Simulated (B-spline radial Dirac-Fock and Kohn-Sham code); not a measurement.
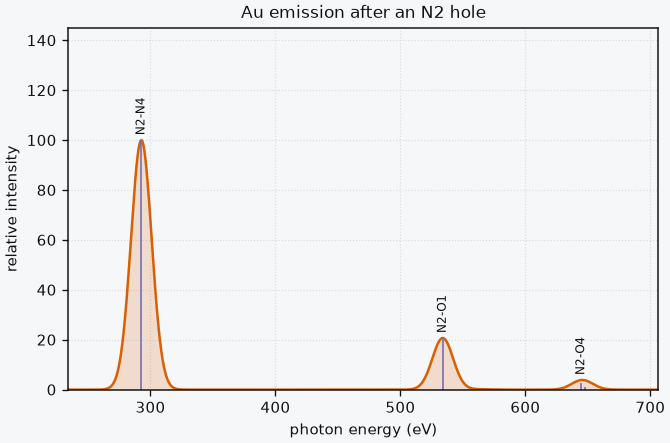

**Figure.** X-ray emission lines that fill an N2 (4p1/2) hole, broadened by a Gaussian of 19 eV full width. Species: neutral gold in the configuration [Xe] 4f14 5d10 6s1. The calculation used independent-particle rates on relativistic LDA orbitals of the hole state (multipoles to L = 3), energies from Dirac–Fock ΔSCF (a B-spline radial code). Widths ruled by Coster–Kronig decay come out up to twice the measured ones in this model.

The strongest line is N2-N4 at 292.7 eV with 80.1 % of the photons, then N2-O1 at 533.9 eV (17 %), N2-O4 at 644.6 eV (2.3 %), N2-P1 at 648.1 eV (0.91 %), N2-N6 at 563.3 eV (0.14 %). The hole has a width of 13.0 eV and a fluorescence yield of 1.98 × 10⁻⁴.
